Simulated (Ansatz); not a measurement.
**[PH2]− (SMILES [PH2-]) at 6 levels**

Wanted: a comparison of 6 runs (HF/3-21G, B2PLYP/3-21G, revPBE/3-21G, UPBE/6-31G*, CCSDTQ/3-21G, CCSD/3-21G) of [PH2]−. 

The results are computed with Ansatz 0.2.0.

2 further runs of the same task are left out: 2 that didn't finish.

### 1 The system as given

The species is [PH2]− (3 atoms), meant as a singlet with charge -1. As SMILES, `[PH2-]`. The H2–P1 distance was set to 3.363 Å, away from the relaxed value. At this shape a bond of the SMILES string is far longer than usual.

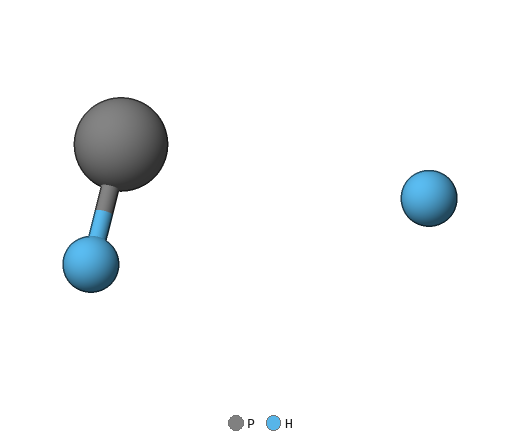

Viewed from a chosen angle; phosphorus grey, hydrogen blue.

### 2 The energy at HF/3-21G (run 1)

input.yaml reads:

```yaml
crystal:
  periodic: [false, false, false]
  atoms:
    - {symbol: P, position_ang: [1.088916, -2.219282, 0.364930]}
    - {symbol: H, position_ang: [0.105590, 0.990220, 0.165130]}
    - {symbol: H, position_ang: [-0.014504, -2.622352, -0.290300]}
basis:
  gaussian: {orbitals: 3-21G.json}
total_charge: -1
accuracy: high
hamiltonian: {xc: hf}
```

The basis set 3-21G is read from a file made from the Basis Set Exchange's data (not shown).

Command:

```console
$ ansatz run input.yaml --threads 1 --pin off --max-ram 2610MiB --events-out events.jsonl --progress --plain --runs-dir runs
```

Log:

```text
Warning: RAYON_NUM_THREADS=1 ignored (pool sized by the plan → 1); use --threads N
Functional definition: HF
  name "HF"
  exchange = exact_x
  correlation = 0
311 factors; integrals over basis functions are off by at most 3.5e-9 eV
mean field evaluation 1: about -9248.8113 eV, gradient 1.7e1 eV
mean field evaluation 2: about -9248.8124 eV, gradient 1.7e1 eV
mean field evaluation 4: about -9250.4447 eV, gradient 1.5e0 eV
mean field evaluation 8: about -9250.4595 eV, gradient 1.5e-3 eV
mean field evaluation 16: about -9249.7843 eV, gradient 3.7e0 eV
mean field evaluation 32: about -9250.4581 eV, gradient 2.7e-1 eV
mean field -9250.45950045 eV, -339.9481164549 hartree, gradient 8.6e-8 eV, S^2 0.000000; 0 other end points of the search recorded, 0 dependent functions left out
reference -9250.45950045 eV, -339.9481164549 hartree; 9, 9 occupied and 8, 8 virtual orbitals, 311 factors
Total energy: -9250.45950045 eV, -339.9481164549 hartree
```

Run time: 0.1 s. Hardware: 1 thread of Arm Neoverse V1, shared host.

### 3 The energy at B2PLYP/3-21G (run 2)

input.yaml: that of step 2 with these lines changed.

```diff
@@ -7,5 +7,9 @@
 basis:
-  gaussian: {orbitals: 3-21G.json}
+  gaussian:
+    orbitals: 3-21G.json
 total_charge: -1
+hamiltonian:
+  xc: {name: B2PLYP}
+correlation:
+  frozen_orbitals: {H: 0, P: 5}
 accuracy: high
-hamiltonian: {xc: hf}
```

The basis set 3-21G is read from a file made from the Basis Set Exchange's data (not shown).

Command:

```console
$ ansatz run input.yaml --threads 1 --pin off --max-ram 2610MiB --events-out events.jsonl --progress --plain --runs-dir runs
```

Log, shortened:

```text
Warning: RAYON_NUM_THREADS=1 ignored (pool sized by the plan → 1); use --threads N
Functional definition: B2PLYP
  name "B2PLYP"
[...]
311 factors; integrals over basis functions are off by at most 3.5e-9 eV
[...]
mean field -9263.73093362 eV, -340.4358326282 hartree, gradient 5.3e-9 eV, S^2 0.000000; 2 other end points of the search recorded, 0 dependent functions left out; unrestricted orbitals would lower it
5 core orbitals not correlated: weight in the atoms' cores, before any rotation towards them, 1.000 or more for the frozen orbitals, at most 0.000 for the correlated occupied ones
reference -9263.73095237 eV, -340.4358333173 hartree; 4, 4 occupied and 8, 8 virtual orbitals, 311 factors
second order -3.40770935 eV of doubles, -0.00000000 eV of singles
Total energy: -9264.65103389 eV, -340.4696456896 hartree
```

Run time: 0.78 s. Hardware: 1 thread of Arm Neoverse V1, shared host.

Runs 3 to 4 aren't shown in full; the table further down has their settings and results.

### 4 A single-point energy at CCSDTQ/3-21G (run 5)

molecule.yaml reads:

```yaml
crystal:
  periodic: [false, false, false]
  atoms:
    - {symbol: P, position_ang: [1.088916, -2.219282, 0.364930]}
    - {symbol: H, position_ang: [0.105590, 0.990220, 0.165130]}
    - {symbol: H, position_ang: [-0.014504, -2.622352, -0.290300]}
basis:
  gaussian:
    orbitals: 3-21G.json
total_charge: -1
correlation:
  method: ccsdtq
  frozen_orbitals: {H: 0, P: 5}
accuracy: high
scf:
  omitted_lower_state_checks: [cluster_reference, increment]
```

The basis set 3-21G is read from a file made from the Basis Set Exchange's data (not shown).

Command:

```console
$ ansatz run molecule.yaml --threads 1 --pin off --max-ram 2610MiB --events-out events.jsonl --progress --plain --runs-dir runs
```

Log:

```text
Warning: RAYON_NUM_THREADS=1 ignored (pool sized by the plan → 1); use --threads N
[... 12 lines left out ...]
5 core orbitals not correlated: weight in the atoms' cores, before any rotation towards them, 1.000 or more for the frozen orbitals, at most 0.000 for the correlated occupied ones
[... 31 lines left out ...]
WARN: these amplitudes may be one of several solutions (largest doubles amplitude 0.70, level shift 2.19 eV)
Total energy: -9253.94261836 eV, -340.0761186771 hartree
Checks for a lower state left out: cluster_reference, increment
```

Wall time 2.1 s (1 thread of Arm Neoverse V1, shared host); peak memory 0.11 GiB.

### 5 The energy at CCSD/3-21G (run 6)

molecule.yaml: that of step 4 with these lines changed.

```diff
@@ -9,8 +9,8 @@
     orbitals: 3-21G.json
+scf:
+  omitted_lower_state_checks: [cluster_reference, increment]
+accuracy: high
 total_charge: -1
 correlation:
-  method: ccsdtq
+  method: ccsd
   frozen_orbitals: {H: 0, P: 5}
-accuracy: high
-scf:
-  omitted_lower_state_checks: [cluster_reference, increment]
```

The basis set 3-21G is read from a file made from the Basis Set Exchange's data (not shown).

Command:

```console
$ ansatz run molecule.yaml --threads 1 --pin off --max-ram 2610MiB --events-out events.jsonl --progress --plain --runs-dir runs
```

Log:

```text
Warning: RAYON_NUM_THREADS=1 ignored (pool sized by the plan → 1); use --threads N
[... 12 lines left out ...]
5 core orbitals not correlated: weight in the atoms' cores, before any rotation towards them, 1.000 or more for the frozen orbitals, at most 0.000 for the correlated occupied ones
[... 30 lines left out ...]
WARN: these amplitudes may be one of several solutions (largest doubles amplitude 0.66, level shift 2.19 eV)
Total energy: -9253.78834908 eV, -340.0704493856 hartree
Checks for a lower state left out: cluster_reference, increment
```

It took 0.18 s on 1 thread of Arm Neoverse V1, shared host.

### 6 The series

```tsv
run	level	frozen core orbitals	energy (Eh)	wall time
1	HF/3-21G	–	-339.948116	0.1 s
2	B2PLYP/3-21G	5	-340.469646	0.78 s
3	revPBE/3-21G	–	-340.574844	0.52 s
4	UPBE/6-31G* (spherical functions)	–	-342.218052	6.6 s
5	CCSDTQ/3-21G	5	-340.076119	2.1 s
6	CCSD/3-21G	5	-340.070449	0.18 s
```

### 7 Summary of results

| quantity | value |
| --- | --- |
| run 6: total energy | -340.07045 Eh |
| run 6: correlation energy (5 core orbitals frozen) | -122.3 mEh |
| run 6: T1 diagnostic | 0.126 |

What this shows: Below the HF energy at the same shape and in the same basis (3-21G): CCSDTQ -128.0 mEh; CCSD -122.3 mEh. Totals of different functionals can't be ranked against each other. In run 6 the T1 diagnostic is large, so a single reference may not serve. In runs 2, 5, 6 the log says that unrestricted orbitals would lower the reference, so the values rest on an unstable closed-shell determinant (other closed-shell runs at this shape may share the fault). Spin contamination of the reference: run 4 ⟨S²⟩ = 0.89. Where it is this large, the reference is a mixture of spin states, and values that rest on it are in doubt. All runs together took 10 s, the longest 6.6 s.
